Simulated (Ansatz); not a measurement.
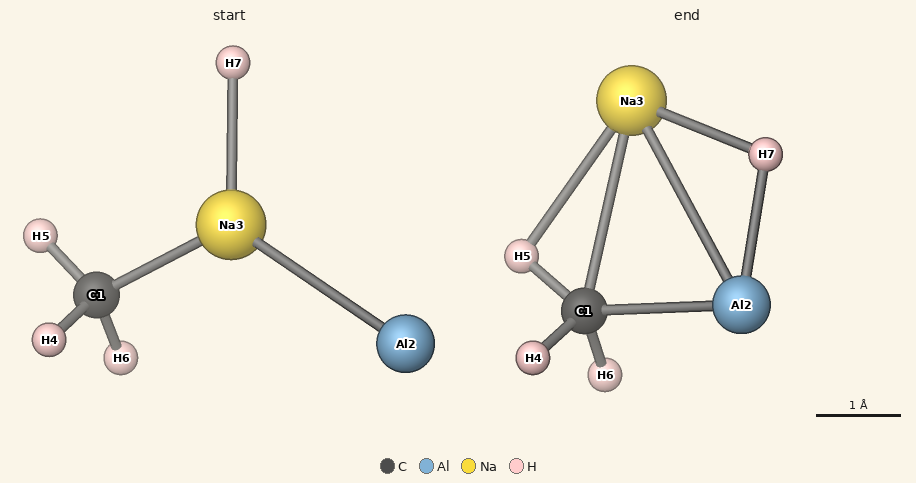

The structure of CH$_{4}$AlNa before (left) and after (right) a relaxation, at one scale.

A ball-and-stick model, seen from a free direction.

It is one of the separated reactants of a reaction.

These are results of Ansatz, RKS PBE-D4/def2-SVP, not measurements. Settings: force threshold 0.03 eV/Å; at most 250 steps.

Question: What changed between the two?

Answer: Over 17 accepted moves (18 points after the start) the energy falls by 108.3 kcal/mol. Largest force component: 3.5 eV/Å at the start, 0.0084 eV/Å at the end. The line search rejected the trial step at point 17 of the run. Al2 moves most after the best rigid fit: 1.79 Å. Largest moves by element: Al 1.79 Å, Na 1.77 Å, H 1.58 Å, C 0.47 Å. Some distances before and after: Al2–H7 4.330 → 1.832 Å, C1–Al2 4.369 → 2.170 Å, C1–Na3 1.986 → 2.588 Å, Na3–H5 2.625 → 2.323 Å. Bond angles that change, for instance: Al2–Na3–H7 123.7° → 36.2°, C1–Na3–Al2 125.0° → 44.7°, Na3–C1–H5 113.8° → 63.9°.
